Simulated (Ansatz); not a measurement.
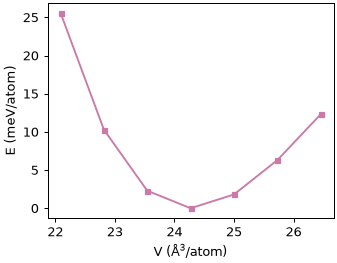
Figure: HfTeS in space group P3m1 (No. 156; Hf on 1b, Te on 1a, S on 1c) under volume change, LDA in the plane-wave PAW code Ansatz, shape and atoms relaxed at each volume.

Q: What does a third-order Birch–Murnaghan fit give for V₀, B₀ and B′?

A: V₀ = 24.29 Å³/atom, B₀ = 28.2 GPa, B′ = 10.9.

The first step of the workflow began from a Materials Project structure, measured or hypothetical; the Crystallography Open Database copy checked does not list it. Its standing as an ambient phase is unchecked. The LDA relaxation kept the symmetry of its start; its stability against distortions is not shown here. The run is not spin-polarised. A crystal of weakly bound layers computed without a dispersion correction: the cell and the soft elastic constants depend strongly on that. Spin–orbit coupling is left out wherever it is not named.

Potentials: the later of the program's two PAW sets.
